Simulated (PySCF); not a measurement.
## HfS2: frequency calculation

HfS2, computed with RKS-based PBE0, Hf def2-TZVP with ECP60, S def2-TZVP; non-relativistic Hamiltonian with a scalar-relativistic core potential; density fitting (PySCF 2.14.0).

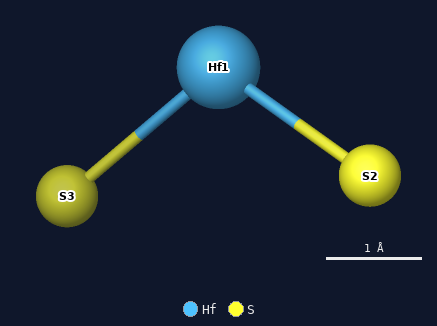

**Figure 1.** The structure (ball-and-stick view, seen at a tilt; atoms are numbered from 1 in the order of the input). Sticks mark near contacts. Bond lengths as drawn: Hf–S 2.21 Å.

Key numbers:

```tsv
quantity	value
outcome	converged
total energy	−844.178572 hartree
HOMO	−6.42 eV
LUMO	−3.62 eV
zero-point energy	0.002617 hartree
dipole moment	7.11 D
wavenumbers, lowest and highest	147 and 510 cm⁻¹
hardware	2 threads of AMD EPYC (Zen 3), 64 GiB of memory available, shared host
wall time	32 s (CPU time 64 s)
peak memory	1 GiB
```

The input:
```python
from pyscf import gto, scf, dft
mol = gto.M(atom='''
Hf     0.320995     0.074907    -0.000000
S     -0.902713    -0.210656     1.822585
S     -0.902713    -0.210656    -1.822585''',
    basis={'Hf': 'def2-TZVP', 'S': 'def2-TZVP'},
    ecp={'Hf': 'def2-TZVP'},
    charge=0, spin=0)
mf = dft.RKS(mol, xc='PBE0')
mf.grids.atom_grid = (75, 302)
aux = {'Hf': 'def2-universal-JKFIT', 'S': 'def2-universal-JKFIT'}
mf = mf.density_fit(auxbasis=aux)
mf.conv_tol = 1e-09
mf.diis_space = 10
mf.max_cycle = 60
mf.verbose = 4
mf.kernel()
```

The script is an equivalent of the set-up of the self-consistent field. The run itself was carried out by a driver, which started from the orbitals of the step before it where there was one and computed the further properties.

Command:
```bash
OMP_NUM_THREADS=2 python axn.py task.json out
```

The program's output:
```
init E= -844.178572494303
  HOMO = -0.235864442559987  LUMO = -0.133175290731407  gap/eV = 2.79431
cycle= 1 E= -844.178572494287  delta_E= 1.61e-11  |g|= 6.22e-06  |ddm|= 6.95e-06
  HOMO = -0.235864585008611  LUMO = -0.133173843295968  gap/eV = 2.79436
Extra cycle  E= -844.1785724942  delta_E= 8.62e-11  |g|= 1.76e-05  |ddm|= 1.88e-05
converged SCF energy = -844.1785724942
```

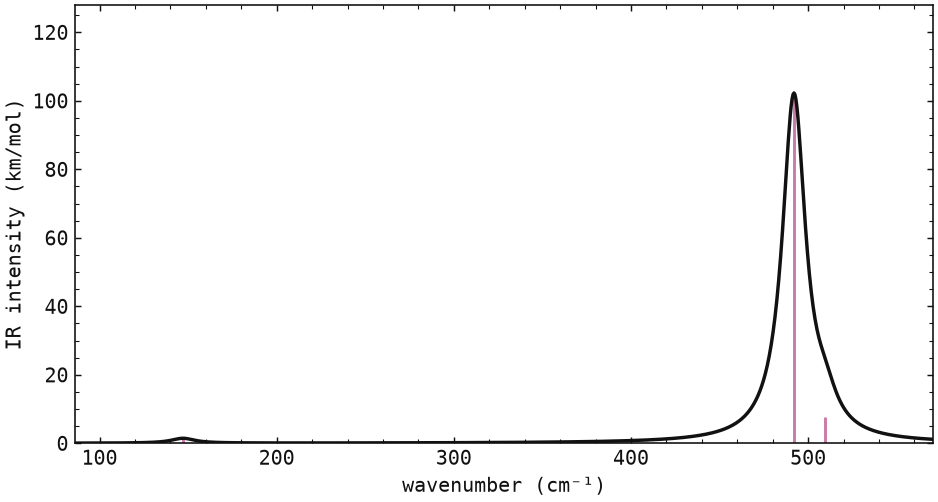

**Figure 2.** Harmonic infrared spectrum, unscaled: sticks (degenerate modes added up, dark ones marked on the axis) with a Lorentzian envelope of 16 cm⁻¹ full width, scaled to the tallest stick. 3 modes from 147 to 510 cm⁻¹, none imaginary. The strongest line is at 492 cm⁻¹ (102 km/mol). All modes, in cm⁻¹ (km/mol): 147 (1.4), 492 (102), 510 (7.7).

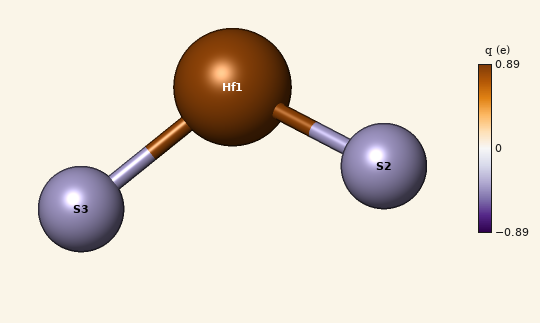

**Figure 3.** Mulliken charges, as the colour of each atom (ball-and-stick view, seen at a tilt; atoms are numbered from 1 in the order of the input). By element: Hf +0.85 and S −0.42 e.
